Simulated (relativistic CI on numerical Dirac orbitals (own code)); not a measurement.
**Ru⁵⁺ (4d3) in crystal fields: levels and magnetism**

Aim: the levels, ground state and powder susceptibility of Ru⁵⁺ in 6 parametric crystal fields.

Method: Dirac-Coulomb-Breit CI, KLI orbitals optimised for each configuration, model QED (radiative potential, 1s self-energy scaled to tabulated hydrogen-like ionisation energies), valence Slater integrals scaled by 0.7, one configuration in a parametric crystal field. Code: relativistic CI on numerical Dirac orbitals (own code) version 1.

## 1. The system

- ion: Ru⁵⁺ (Ru VI)
- nuclear charge: 44
- electrons: 39
- open shell: 4d3
- Slater scale: 0.7
- field 1 (cm⁻¹): D3d, 10Dq = 37150, Dsigma = -1200, Dtau = 230
- field 2 (cm⁻¹): D3d, 10Dq = 37150, Dsigma = -980, Dtau = 230
- field 3 (cm⁻¹): D3d, 10Dq = 37150, Dsigma = -760, Dtau = 230
- field 4 (cm⁻¹): D3d, 10Dq = 37150, Dsigma = -550, Dtau = 230
- field 5 (cm⁻¹): D3d, 10Dq = 37150, Dsigma = -330, Dtau = 230
- field 6 (cm⁻¹): D3d, 10Dq = 37150, Dsigma = -110, Dtau = 230

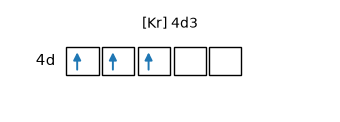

The shells outside the core, filled by Hund's rule for the drawing.

## 2. Field 1: D3d, 10Dq = 37150, Dsigma = -1200, Dtau = 230

Input settings:

```ini
atom Ru  Z=44  charge=5  electrons=39
nucleus A=102  rms_radius_fm=4.4809
hamiltonian dirac-coulomb  breit=on  qed=on  c_scale=1
orbitals kli  potential=per-configuration
slater_scale 0.7
correlation none
mixing on
configurations
  [Kr] 4d3
end
crystal_field D3d 10Dq=37150 Dsigma=-1200 Dtau=230
```

## 3. Field 2: D3d, 10Dq = 37150, Dsigma = -980, Dtau = 230

Settings: those of step 2 with these lines changed.

```diff
@@ -10,2 +10,2 @@
 end
-crystal_field D3d 10Dq=37150 Dsigma=-1200 Dtau=230
+crystal_field D3d 10Dq=37150 Dsigma=-980 Dtau=230
```

## 4. Field 3: D3d, 10Dq = 37150, Dsigma = -760, Dtau = 230

Settings: those of step 3 with these lines changed.

```diff
@@ -10,2 +10,2 @@
 end
-crystal_field D3d 10Dq=37150 Dsigma=-980 Dtau=230
+crystal_field D3d 10Dq=37150 Dsigma=-760 Dtau=230
```

## 5. Field 4: D3d, 10Dq = 37150, Dsigma = -550, Dtau = 230

Settings: those of step 4 with these lines changed.

```diff
@@ -10,2 +10,2 @@
 end
-crystal_field D3d 10Dq=37150 Dsigma=-760 Dtau=230
+crystal_field D3d 10Dq=37150 Dsigma=-550 Dtau=230
```

## 6. Field 5: D3d, 10Dq = 37150, Dsigma = -330, Dtau = 230

Settings: those of step 5 with these lines changed.

```diff
@@ -10,2 +10,2 @@
 end
-crystal_field D3d 10Dq=37150 Dsigma=-550 Dtau=230
+crystal_field D3d 10Dq=37150 Dsigma=-330 Dtau=230
```

## 7. Field 6: D3d, 10Dq = 37150, Dsigma = -110, Dtau = 230

Settings: those of step 6 with these lines changed.

```diff
@@ -10,2 +10,2 @@
 end
-crystal_field D3d 10Dq=37150 Dsigma=-330 Dtau=230
+crystal_field D3d 10Dq=37150 Dsigma=-110 Dtau=230
```

(Steps that only read results are left out.)

Before running it: what results should come out? Wanted: ground spin; ground doublet.

The runs gave:

| field | ground state | degeneracy | S | J | first gap (cm⁻¹) | stabilisation (cm⁻¹) | χT at 2 K | χT at 300 K |
| --- | --- | --- | --- | --- | --- | --- | --- | --- |
| 1: D3d | G4 | 2 | 1.49 | 3.39 | 35 | -42810 | 1.054 | 1.692 |
| 2: D3d | G4 | 2 | 1.50 | 3.39 | 30 | -42752 | 1.064 | 1.693 |
| 3: D3d | G4 | 2 | 1.50 | 3.40 | 25 | -42702 | 1.078 | 1.694 |
| 4: D3d | G4 | 2 | 1.50 | 3.40 | 20 | -42662 | 1.099 | 1.694 |
| 5: D3d | G4 | 2 | 1.50 | 3.40 | 14 | -42628 | 1.137 | 1.694 |
| 6: D3d | G4 | 2 | 1.50 | 3.40 | 8 | -42603 | 1.225 | 1.694 |

χT is in cm³ K/mol; stabilisation counts from the free ion's lowest level; S and J come from the expectation values of their squares.

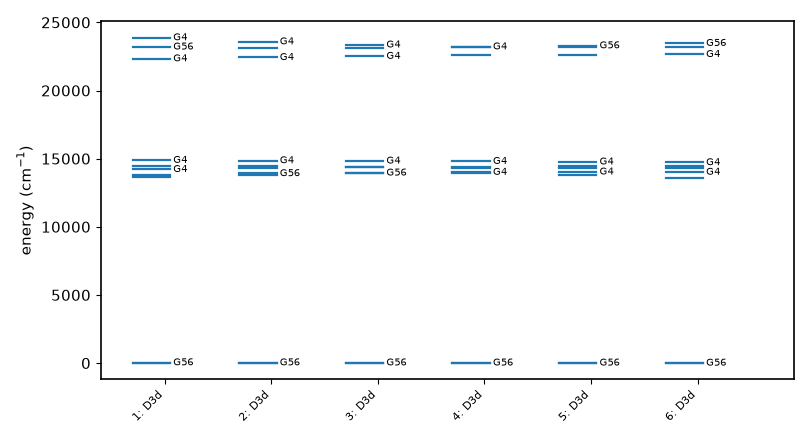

The lowest levels in each field.

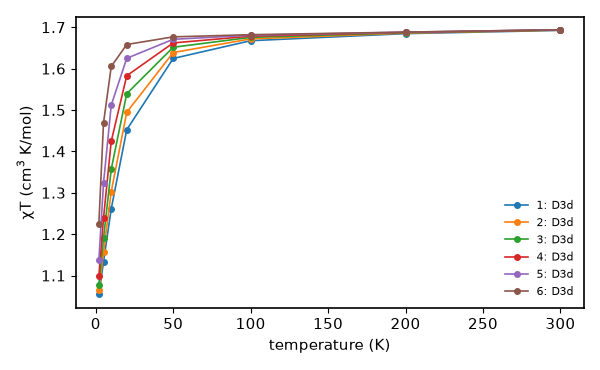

χT against temperature, by Van Vleck's formula.

```
                           quantity                                                 value
ground spin (effective S from ⟨S²⟩)  1: 1.49, 2: 1.50, 3: 1.50, 4: 1.50, 5: 1.50, 6: 1.50
                        χT at 300 K                                1.69 to 1.69 cm³ K/mol
                     ground doublet                         field 6, g = 1.90, 3.78, 3.78
```

All fields leave the ground state at S = 3/2. The field is a set of parameters, without covalency or charge transfer.
